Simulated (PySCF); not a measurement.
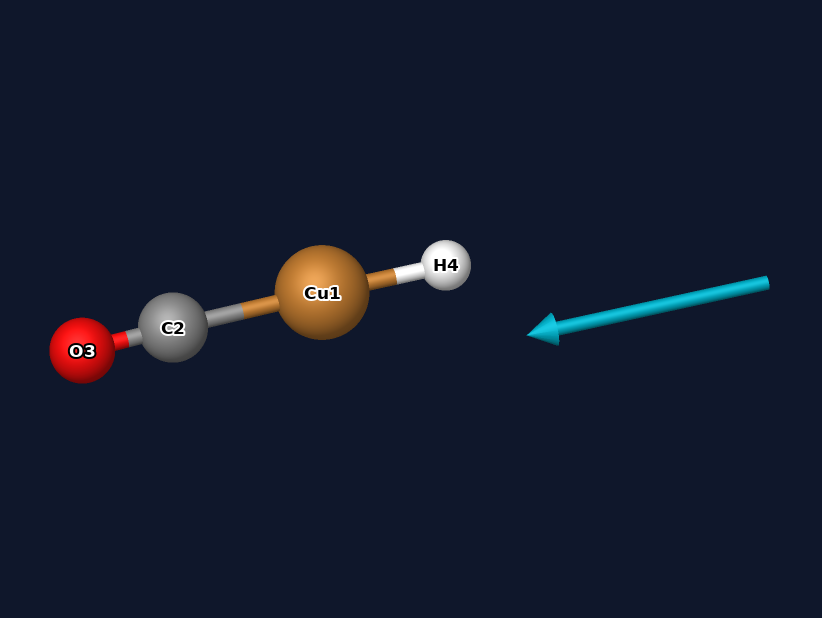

The arrow beside the molecule shows the direction of the dipole moment, from the negative to the positive end (its length means nothing). The species is neutral and a spin singlet. The geometry was computed by an optimisation with PBE0-D3(BJ)/def2-SVP. No frequency run is at hand to confirm it as a minimum. Level of theory: B3LYP/pcSseg-1 (pcSseg-2 on Cu), gas phase (PySCF 2.14.0).

**Estimate the dipole moment.**

3.27 D; it points from the side of H4 to the side of O3 (the outermost atoms at the two ends).
